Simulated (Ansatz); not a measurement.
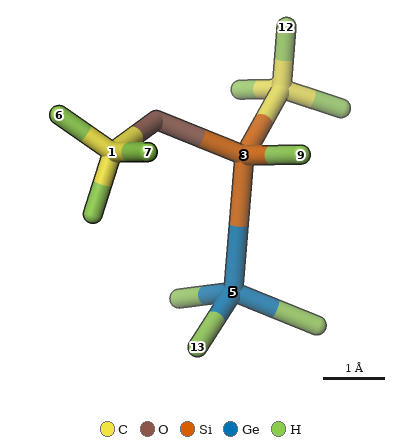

**Figure 1.** The structure as given in the input (stick view, seen at a tilt; atoms are numbered from 1 in the order of the input). Sticks mark near contacts. Bond lengths as drawn: C–H 1.09 to 1.10 Å, C–O 1.41 Å, C–Si 1.86 Å, Ge–H 1.54 Å, Ge–Si 2.39 Å, H–Si 1.50 Å and O–Si 1.65 Å.

## Molecular dynamics of C₂H₁₀GeOSi

The run: molecular dynamics of C₂H₁₀GeOSi, SMILES CO[SiH](C)[GeH3]. Method and program: RKS BLYP-d3bjatm/6-31G* (Ansatz 0.2.0).

The geometry comes from this level: PBE0-D4/def2-TZVP. Figures and captions count atoms from 1; the log counts them from 0 in places.

### The program's output
```
Functional definition: BLYP
  name "BLYP"
  cite "Becke, Phys. Rev. A 38, 3098 (1988) doi:10.1103/PhysRevA.38.3098"
  cite "Lee, Yang & Parr, Phys. Rev. B 37, 785 (1988) doi:10.1103/PhysRevB.37.785"
  parameter beta = 0.0042
  parameter a = 0.04918
  parameter b = 0.132
  parameter c = 0.2533
  parameter d = 0.349
  exchange = b88_x(beta = beta)
  correlation = lyp_c(a = a, b = b, c = c, d = d)
1486 factors; their error is unknown
mean field evaluation 1: about -68660.0696 eV, gradient 7.5e1 eV
mean field evaluation 2: about -68626.7668 eV, gradient 1.4e2 eV
mean field evaluation 4: about -68671.7595 eV, gradient 9.7e0 eV
mean field evaluation 8: about -68671.9537 eV, gradient 2.3e-1 eV
mean field evaluation 16: about -68671.8701 eV, gradient 4.8e-4 eV
mean field -68671.87007044 eV, -2523.6446776233 hartree, gradient 4.5e-5 eV, S^2 0.000000; 0 other end points of the search recorded, 0 dependent functions left out
the calculation of the forces begins
reference -68671.87045754 eV, -2523.6446918488 hartree; 38, 38 occupied and 81, 81 virtual orbitals, 1486 factors
md step     0: t =     0.00 fs  T =   700.0 K  F+E_penalty+E_count = -68672.57921344 eV  E_kin = 1.176266 eV  conserved = -68671.40294745 eV  (28 SCF iters)
these checks for a lower state are left out or cut short: starts, cluster_reference, orbital_swaps, neighbouring_geometries, increment
1486 factors; their error is unknown
mean field -68671.84877665 eV, -2523.6438950909 hartree, gradient 2.3e-5 eV, S^2 0.000000; 0 other end points of the search recorded, 0 dependent functions left out
the calculation of the forces begins
reference -68671.84916383 eV, -2523.6439093197 hartree; 38, 38 occupied and 81, 81 virtual orbitals, 1486 factors
md step     1: t =     0.50 fs  T =   687.7 K  F+E_penalty+E_count = -68672.55757695 eV  E_kin = 1.155619 eV  conserved = -68671.40195854 eV  (29 SCF iters)
[... from here on the SCF iterations and repeated set-up lines of each step are left out, up to the last step ...]
md step     2: t =     1.00 fs  T =   638.7 K  F+E_penalty+E_count = -68672.47352929 eV  E_kin = 1.073316 eV  conserved = -68671.40021514 eV  (30 SCF iters)
md step     3: t =     1.50 fs  T =   567.8 K  F+E_penalty+E_count = -68672.35247117 eV  E_kin = 0.954191 eV  conserved = -68671.39828746 eV  (30 SCF iters)
md step     4: t =     2.00 fs  T =   491.9 K  F+E_penalty+E_count = -68672.22330938 eV  E_kin = 0.826626 eV  conserved = -68671.39670404 eV  (30 SCF iters)
md step     5: t =     2.50 fs  T =   425.1 K  F+E_penalty+E_count = -68672.11014348 eV  E_kin = 0.714383 eV  conserved = -68671.39580410 eV  (31 SCF iters)
md step     6: t =     3.00 fs  T =   375.7 K  F+E_penalty+E_count = -68672.02688613 eV  E_kin = 0.631341 eV  conserved = -68671.39562271 eV  (31 SCF iters)
md step     7: t =     3.50 fs  T =   345.5 K  F+E_penalty+E_count = -68671.97647088 eV  E_kin = 0.580655 eV  conserved = -68671.39593676 eV  (32 SCF iters)
md step     8: t =     4.00 fs  T =   331.9 K  F+E_penalty+E_count = -68671.95401565 eV  E_kin = 0.557743 eV  conserved = -68671.39644879 eV  (32 SCF iters)
md step     9: t =     4.50 fs  T =   330.0 K  F+E_penalty+E_count = -68671.95125035 eV  E_kin = 0.554530 eV  conserved = -68671.39696578 eV  (32 SCF iters)
md step    10: t =     5.00 fs  T =   334.7 K  F+E_penalty+E_count = -68671.95958424 eV  E_kin = 0.562468 eV  conserved = -68671.39744565 eV  (31 SCF iters)
md step    11: t =     5.50 fs  T =   341.3 K  F+E_penalty+E_count = -68671.97103826 eV  E_kin = 0.573546 eV  conserved = -68671.39792227 eV  (31 SCF iters)
md step    12: t =     6.00 fs  T =   345.3 K  F+E_penalty+E_count = -68671.97805092 eV  E_kin = 0.580208 eV  conserved = -68671.39838999 eV  (31 SCF iters)
md step    13: t =     6.50 fs  T =   342.7 K  F+E_penalty+E_count = -68671.97384098 eV  E_kin = 0.575807 eV  conserved = -68671.39871244 eV  (31 SCF iters)
md step    14: t =     7.00 fs  T =   331.4 K  F+E_penalty+E_count = -68671.95461407 eV  E_kin = 0.556819 eV  conserved = -68671.39861630 eV  (32 SCF iters)
md step    15: t =     7.50 fs  T =   313.4 K  F+E_penalty+E_count = -68671.92353179 eV  E_kin = 0.526657 eV  conserved = -68671.39784828 eV  (32 SCF iters)
md step    16: t =     8.00 fs  T =   296.7 K  F+E_penalty+E_count = -68671.89396641 eV  E_kin = 0.498599 eV  conserved = -68671.39649816 eV  (32 SCF iters)
md step    17: t =     8.50 fs  T =   293.7 K  F+E_penalty+E_count = -68671.88740479 eV  E_kin = 0.493461 eV  conserved = -68671.39524113 eV  (32 SCF iters)
md step    18: t =     9.00 fs  T =   315.1 K  F+E_penalty+E_count = -68671.92304960 eV  E_kin = 0.529496 eV  conserved = -68671.39503837 eV  (30 SCF iters)
md step    19: t =     9.50 fs  T =   362.6 K  F+E_penalty+E_count = -68672.00388061 eV  E_kin = 0.609264 eV  conserved = -68671.39632457 eV  (32 SCF iters)
md step    20: t =    10.00 fs  T =   424.9 K  F+E_penalty+E_count = -68672.11058446 eV  E_kin = 0.714016 eV  conserved = -68671.39855257 eV  (32 SCF iters)
md step    21: t =    10.50 fs  T =   482.7 K  F+E_penalty+E_count = -68672.20952300 eV  E_kin = 0.811164 eV  conserved = -68671.40067734 eV  (32 SCF iters)
md step    22: t =    11.00 fs  T =   517.1 K  F+E_penalty+E_count = -68672.26816591 eV  E_kin = 0.868942 eV  conserved = -68671.40192278 eV  (32 SCF iters)
md step    23: t =    11.50 fs  T =   516.7 K  F+E_penalty+E_count = -68672.26716628 eV  E_kin = 0.868231 eV  conserved = -68671.40203903 eV  (31 SCF iters)
md step    24: t =    12.00 fs  T =   480.3 K  F+E_penalty+E_count = -68672.20478251 eV  E_kin = 0.807159 eV  conserved = -68671.40112923 eV  (31 SCF iters)
md step    25: t =    12.50 fs  T =   416.6 K  F+E_penalty+E_count = -68672.09558393 eV  E_kin = 0.699991 eV  conserved = -68671.39947274 eV  (32 SCF iters)
md step    26: t =    13.00 fs  T =   340.8 K  F+E_penalty+E_count = -68671.96599444 eV  E_kin = 0.572719 eV  conserved = -68671.39748380 eV  (32 SCF iters)
md step    27: t =    13.50 fs  T =   271.6 K  F+E_penalty+E_count = -68671.84756463 eV  E_kin = 0.456364 eV  conserved = -68671.39568798 eV  (32 SCF iters)
md step    28: t =    14.00 fs  T =   225.4 K  F+E_penalty+E_count = -68671.76866070 eV  E_kin = 0.378799 eV  conserved = -68671.39458808 eV  (32 SCF iters)
md step    29: t =    14.50 fs  T =   212.5 K  F+E_penalty+E_count = -68671.74667114 eV  E_kin = 0.357153 eV  conserved = -68671.39446796 eV  (32 SCF iters)
these checks for a lower state are left out or cut short: starts, cluster_reference, orbital_swaps, neighbouring_geometries, increment
1486 factors; their error is unknown
mean field -68671.08054730 eV, -2523.6156631830 hartree, gradient 1.4e-5 eV, S^2 0.000000; 0 other end points of the search recorded, 0 dependent functions left out
the calculation of the forces begins
reference -68671.08094391 eV, -2523.6156777581 hartree; 38, 38 occupied and 81, 81 virtual orbitals, 1486 factors
1486 factors; their error is unknown
mean field evaluation 256: about -68671.1358 eV, gradient 3.0e0 eV
mean field -68671.08054730 eV, -2523.6156631830 hartree, gradient 1.4e-5 eV, S^2 0.000000; 1 other end points of the search recorded, 0 dependent functions left out
the calculation of the forces begins
reference -68671.08094391 eV, -2523.6156777581 hartree; 38, 38 occupied and 81, 81 virtual orbitals, 1486 factors
md step    30: t =    15.00 fs  T =   234.2 K  F+E_penalty+E_count = -68671.78366414 eV  E_kin = 0.393592 eV  conserved = -68671.39526294 eV  (30 SCF iters)
```

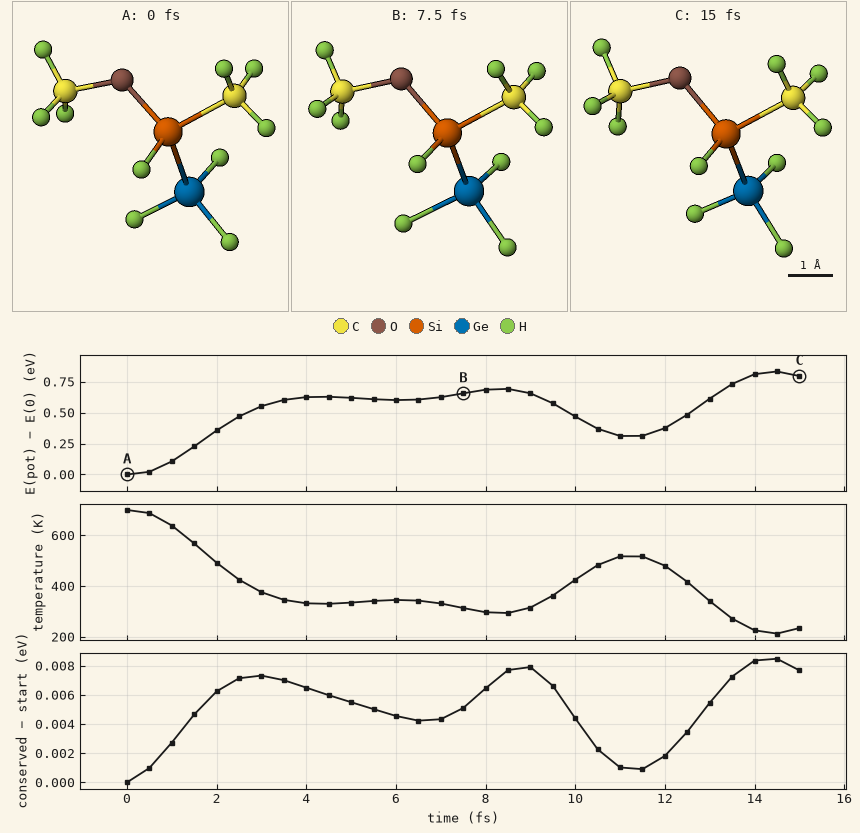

**Figure 2.** Frames of the molecular dynamics (ball-and-stick, seen at a tilt) above the curves, on which the letters mark them. The trajectory kept here has 31 frames over 15 fs. The temperature starts at 700 K, ranges from 213 to 700 K and averages 357 K over the second half. The potential energy ends 0.796 eV above its first value. The conserved quantity stays within 0.0085 eV. After an unweighted best fit of the last frame on the first, the root-mean-square displacement is 0.22 Å, and H8 has moved furthest (0.35 Å).

```
Total energy: -68671.78406074 eV, -2523.6415168253 hartree
Atom 0 at    -0.670706     2.302466     0.331362 Å, force    -1.400632     0.262268     1.321380 eV/Å
Atom 1 at    -0.988941     1.027048    -0.340140 Å, force     0.743724     0.599085     0.765692 eV/Å
Atom 2 at     0.245436    -0.143857    -0.557339 Å, force    -0.953793     0.265599    -0.481821 eV/Å
Atom 3 at    -0.554660    -1.504496    -1.550956 Å, force     0.196948    -0.297263     0.164891 eV/Å
Atom 4 at     1.024465    -1.003579     1.470780 Å, force    -0.336312    -2.695910    -0.606288 eV/Å
Atom 5 at    -1.730333     2.795073     0.676334 Å, force     2.347169    -0.904489    -1.042393 eV/Å
Atom 6 at    -0.069238     2.979847    -0.337437 Å, force    -0.618622    -0.329516     0.322897 eV/Å
Atom 7 at    -0.075778     2.175967     1.316788 Å, force    -0.663849    -0.088179    -1.221222 eV/Å
Atom 8 at     1.296544     0.503062    -1.402644 Å, force     0.338097    -0.041500     0.106664 eV/Å
Atom 9 at     0.170661    -2.210680    -1.992166 Å, force    -0.057834     0.233016    -0.182063 eV/Å
Atom 10 at    -1.323458    -2.092862    -1.061359 Å, force    -0.149024    -0.316122     0.774207 eV/Å
Atom 11 at    -1.123152    -0.969087    -2.282825 Å, force    -0.286422     0.360006    -1.366252 eV/Å
Atom 12 at     1.553498     0.103953     2.136604 Å, force     1.247354     2.911926     2.003664 eV/Å
Atom 13 at     2.265334    -1.962783     1.521707 Å, force    -0.125016    -0.038802    -0.418224 eV/Å
Atom 14 at     0.035496    -1.705598     2.439483 Å, force    -0.281789     0.079880    -0.141133 eV/Å
Dipole moment:     0.038787     0.114927    -0.088700 e Å
```

### Trajectory as extended XYZ (Å, eV, eV/Å), 7 of the 31 frames kept, from step=0 to step=30
```
15
Properties=species:S:1:pos:R:3:forces:R:3 step=0 time_fs=0.0 energy=-68672.57921 temperature=700.0
C    -0.6799    2.2322    0.3328    0.0784   0.4017   0.2247
O    -0.9472    1.0174   -0.3249   -0.8651  -0.0652  -0.2779
Si    0.2019   -0.1372   -0.5814    0.6156  -0.2853   0.0334
C    -0.5942   -1.4767   -1.5949   -0.0250  -0.0868  -0.0595
Ge    1.0408   -0.9927    1.4880   -0.0474   0.0447  -0.1544
H    -1.5820    2.8454    0.3001   -0.2924   0.2204  -0.0022
H     0.1332    2.7840   -0.1538    0.2735   0.2163  -0.1329
H    -0.4087    2.0713    1.3828    0.0901  -0.0190   0.3519
H     1.3544    0.4699   -1.3165    0.1909   0.0562  -0.1233
H     0.1278   -2.2646   -1.8235    0.2010  -0.2591  -0.0836
H    -1.4317   -1.9249   -1.0560   -0.2540  -0.1509   0.1431
H    -0.9687   -1.0689   -2.5368   -0.1299   0.0955  -0.2954
H     1.6276    0.1139    2.3854    0.1214   0.1901   0.1999
H     2.1658   -2.0145    1.2326    0.2301  -0.2124  -0.0068
H    -0.0611   -1.7054    2.2954   -0.1871  -0.1462   0.1831
15
Properties=species:S:1:pos:R:3:forces:R:3 step=5 time_fs=2.5 energy=-68672.11014 temperature=425.1
C    -0.6706    2.2402    0.3438   -1.5116   1.4238   0.0987
O    -0.9529    1.0165   -0.3338   -0.5645   0.2663   0.3406
Si    0.2087   -0.1403   -0.5752    0.3367  -0.1066  -0.0574
C    -0.5928   -1.4804   -1.5809    1.6619  -0.5316   0.7918
Ge    1.0358   -0.9964    1.4824    0.7621   1.7163   1.0096
H    -1.6856    2.8825    0.2815    2.0023  -1.2101   0.5558
H     0.0831    2.8325   -0.2323   -0.0545  -0.1935   0.3995
H    -0.3156    2.0816    1.4253   -0.5362   0.2743  -1.1521
H     1.2989    0.5046   -1.3508    0.4414   0.0224  -0.1221
H     0.1390   -2.2368   -1.9021    0.0990  -0.2192   0.2766
H    -1.3868   -1.9388   -1.0344   -0.9436  -0.5546   0.3632
H    -0.9097   -1.0409   -2.4720   -1.1472   0.9080  -1.8269
H     1.7164    0.2653    2.4357   -0.7184  -1.2269  -0.8322
H     2.1650   -1.9953    1.3184    0.5853  -0.4540  -0.1644
H    -0.0153   -1.7281    2.3160   -0.4129  -0.1146   0.3192
15
Properties=species:S:1:pos:R:3:forces:R:3 step=10 time_fs=5.0 energy=-68671.95958 temperature=334.7
C    -0.6683    2.2549    0.3550   -1.2127   1.1124  -0.9142
O    -0.9608    1.0166   -0.3414   -0.2154   0.3036   0.7420
Si    0.2163   -0.1436   -0.5691    0.1739   0.3565  -0.3562
C    -0.5845   -1.4864   -1.5644    0.5175  -0.1967  -0.9685
Ge    1.0314   -0.9989    1.4775    1.2046   1.5759   1.4987
H    -1.6814    2.8548    0.2944    1.6743  -0.9491   0.7597
H     0.0313    2.8705   -0.2879   -0.1031  -0.4281   0.7257
H    -0.2518    2.1066    1.4071   -0.6099   0.2252  -1.0155
H     1.2682    0.5398   -1.3912    0.3730  -0.1757   0.0840
H     0.1549   -2.2212   -1.9644   -0.2387   0.0247   0.5634
H    -1.3896   -1.9805   -0.9967   -0.0628  -0.0185  -0.4052
H    -0.9102   -0.9705   -2.4940   -0.6074  -0.2239   0.3264
H     1.7654    0.3488    2.4404   -0.9312  -1.5044  -0.9601
H     2.1960   -2.0006    1.3949    0.3334  -0.2016  -0.2265
H     0.0077   -1.7567    2.3542   -0.2956   0.0996   0.1464
15
Properties=species:S:1:pos:R:3:forces:R:3 step=15 time_fs=7.5 energy=-68671.92353 temperature=313.4
C    -0.6713    2.2744    0.3614    0.9271  -0.8941  -2.2011
O    -0.9695    1.0178   -0.3463    0.1220   0.1647   0.8991
Si    0.2242   -0.1461   -0.5638   -0.0289   0.7995  -0.6997
C    -0.5735   -1.4934   -1.5522   -0.7575   0.2516  -1.7402
Ge    1.0281   -1.0001    1.4739    1.5664   0.8541   1.8828
H    -1.5920    2.7784    0.3511   -1.6336   0.9148   0.6685
H    -0.0242    2.8856   -0.3037    0.3116  -0.1056   0.3494
H    -0.2205    2.1436    1.3358    0.0876  -0.1284   0.6026
H     1.2593    0.5643   -1.4264    0.1987  -0.3886   0.3391
H     0.1585   -2.2056   -1.9948   -0.2154  -0.0247   0.5003
H    -1.3976   -2.0241   -0.9812    0.6412   0.4487  -0.8318
H    -0.9476   -0.9108   -2.5036   -0.0486  -1.0700   1.5283
H     1.7595    0.3437    2.3887   -0.9258  -1.4093  -0.8241
H     2.2456   -2.0172    1.4579   -0.2121   0.2247  -0.2958
H     0.0136   -1.7791    2.4004   -0.0329   0.3625  -0.1774
15
Properties=species:S:1:pos:R:3:forces:R:3 step=20 time_fs=10.0 energy=-68672.11058 temperature=424.9
C    -0.6704    2.2899    0.3573    0.8075  -1.8007  -2.0893
O    -0.9777    1.0197   -0.3478    0.4015   0.2255   0.9574
Si    0.2321   -0.1469   -0.5600   -0.2772   0.8558  -0.8381
C    -0.5659   -1.4991   -1.5481   -0.7968   0.6196  -1.2003
Ge    1.0260   -1.0006    1.4718    1.4835  -0.0993   1.7623
H    -1.5898    2.7500    0.4488   -2.2848   1.2486   0.5429
H    -0.0617    2.8959   -0.3004    0.5944   0.4567  -0.3352
H    -0.1848    2.1733    1.2959    0.5341  -0.3896   1.2175
H     1.2628    0.5665   -1.4421    0.1168  -0.4403   0.4448
H     0.1512   -2.1928   -1.9969    0.1849  -0.3025   0.1295
H    -1.3726   -2.0444   -1.0107    0.2731   0.1962  -0.2936
H    -0.9905   -0.9098   -2.4309   -0.0189  -0.7931   0.7642
H     1.6998    0.2570    2.2895   -0.5679  -0.6984  -0.2724
H     2.2836   -2.0214    1.5030   -0.5644   0.4346  -0.3837
H     0.0170   -1.7806    2.4365    0.1141   0.4868  -0.4061
15
Properties=species:S:1:pos:R:3:forces:R:3 step=25 time_fs=12.5 energy=-68672.09558 temperature=416.6
C    -0.6666    2.2973    0.3438   -1.8490  -0.3786   0.3435
O    -0.9845    1.0224   -0.3457    0.6188   0.4971   0.9452
Si    0.2394   -0.1460   -0.5579   -0.5749   0.5477  -0.7288
C    -0.5615   -1.5021   -1.5497    0.6593   0.1127   0.2117
Ge    1.0250   -1.0013    1.4711    0.4418  -2.0032   0.4546
H    -1.6993    2.7851    0.5735    1.6012  -0.5503  -0.4033
H    -0.0678    2.9297   -0.3129    0.0962   0.3152  -0.2411
H    -0.1241    2.1820    1.3161   -0.2450  -0.2442  -0.4113
H     1.2740    0.5433   -1.4323    0.1808  -0.2929   0.3406
H     0.1533   -2.1962   -1.9907    0.2942  -0.2187  -0.1497
H    -1.3341   -2.0556   -1.0550   -0.5863  -0.5182   0.7236
H    -1.0385   -0.9506   -2.3205   -0.7051   0.5067  -1.4260
H     1.6101    0.1362    2.1787    0.5815   1.5204   1.1890
H     2.2896   -2.0013    1.5254   -0.5393   0.3258  -0.4427
H     0.0260   -1.7540    2.4495    0.0258   0.3804  -0.4053
15
Properties=species:S:1:pos:R:3:forces:R:3 step=30 time_fs=15.0 energy=-68671.78366 temperature=234.2
C    -0.6707    2.3025    0.3314   -1.4006   0.2623   1.3214
O    -0.9889    1.0270   -0.3401    0.7437   0.5991   0.7657
Si    0.2454   -0.1439   -0.5573   -0.9538   0.2656  -0.4818
C    -0.5547   -1.5045   -1.5510    0.1969  -0.2973   0.1649
Ge    1.0245   -1.0036    1.4708   -0.3363  -2.6959  -0.6063
H    -1.7303    2.7951    0.6763    2.3472  -0.9045  -1.0424
H    -0.0692    2.9798   -0.3374   -0.6186  -0.3295   0.3229
H    -0.0758    2.1760    1.3168   -0.6638  -0.0882  -1.2212
H     1.2965    0.5031   -1.4026    0.3381  -0.0415   0.1067
H     0.1707   -2.2107   -1.9922   -0.0578   0.2330  -0.1821
H    -1.3235   -2.0929   -1.0614   -0.1490  -0.3161   0.7742
H    -1.1232   -0.9691   -2.2828   -0.2864   0.3600  -1.3663
H     1.5535    0.1040    2.1366    1.2474   2.9119   2.0037
H     2.2653   -1.9628    1.5217   -0.1250  -0.0388  -0.4182
H     0.0355   -1.7056    2.4395   -0.2818   0.0799  -0.1411
```

This output came from the following input.

### Input file
```yaml
crystal:
  periodic: [false, false, false]
  atoms:
    - {symbol: C, position_ang: [-0.679884, 2.232182, 0.332791]}
    - {symbol: O, position_ang: [-0.947181, 1.017361, -0.324949]}
    - {symbol: Si, position_ang: [0.201875, -0.137241, -0.581411]}
    - {symbol: C, position_ang: [-0.594207, -1.476690, -1.594852]}
    - {symbol: Ge, position_ang: [1.040764, -0.992668, 1.487996]}
    - {symbol: H, position_ang: [-1.581986, 2.845434, 0.300084]}
    - {symbol: H, position_ang: [0.133181, 2.783981, -0.153818]}
    - {symbol: H, position_ang: [-0.408668, 2.071253, 1.382789]}
    - {symbol: H, position_ang: [1.354403, 0.469907, -1.316542]}
    - {symbol: H, position_ang: [0.127844, -2.264571, -1.823525]}
    - {symbol: H, position_ang: [-1.431652, -1.924855, -1.056026]}
    - {symbol: H, position_ang: [-0.968704, -1.068931, -2.536766]}
    - {symbol: H, position_ang: [1.627558, 0.113929, 2.385443]}
    - {symbol: H, position_ang: [2.165754, -2.014522, 1.232583]}
    - {symbol: H, position_ang: [-0.061096, -1.705368, 2.295402]}
basis:
  gaussian: {orbitals: "6-31G*"}
hamiltonian: {xc: {name: BLYP}, dispersion: d3bjatm}
md: {timestep: 0.5 fs, n_steps: 30, ensemble: nvt_nose_hoover, temperature: 700, initial_velocities: maxwell_boltzmann, seed: 661}
```

Launched with:
```bash
ansatz run in.yaml --threads 4 --pin off --events-out ev --progress --plain --max-ram 11315MiB
```

### Results in brief

- outcome: finished
- mean temperature over the second half: 357 K
- trajectory: 30 steps, 15 fs
- ensemble: nvt_nose_hoover
- temperature in the input: 700 K
- time step: 0.5 fs
- potential energy (last step): −68671.7841 eV
- mean-field energy (last step): −68671.0809 eV
- dispersion energy (last step): −0.7031 eV
- SCF solution under orbital rotations (last step): stable
- largest force (length of the vector) (last step): 3.748 eV/Å
- dipole moment (last step): 0.72 D
- hardware: 4 threads of Arm Neoverse V1, 23 GiB of memory available, shared host
- wall time: 56 s (CPU time 3.6 min)
- peak memory: 0.19 GiB

### Notes

So short a trajectory is not equilibrated. The temperature stays far from the 700 K of the thermostat over the second half: the run isn't equilibrated.
